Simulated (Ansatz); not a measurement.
**SnO2, pressure series**

Consider SnO2 in the rutile structure (space group P4_2/mnm, No. 136; a = 4.7692 Å, c = 3.2120 Å).

Cell and atoms are relaxed at each pressure.

All numbers come from PBEsol (Ansatz, an electronic-structure program), no spin-orbit coupling.

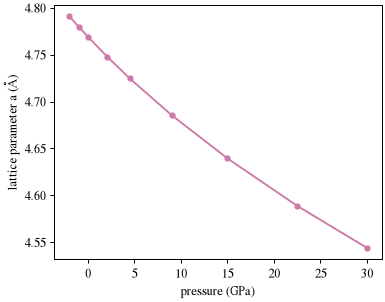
Fig. 1. Lattice parameter a against pressure

From the plot, what is the lattice parameter a for pressure 9 GPa?

About 4.69 Å.

Is the trend monotonic over the range shown?

Yes, it falls throughout, spanning 4.544 Å to 4.791 Å.

Load acts through the strain it causes; cell and atoms are relaxed under it. Whether these cells are dynamically stable was not tested. Competing high-pressure phases were not computed.
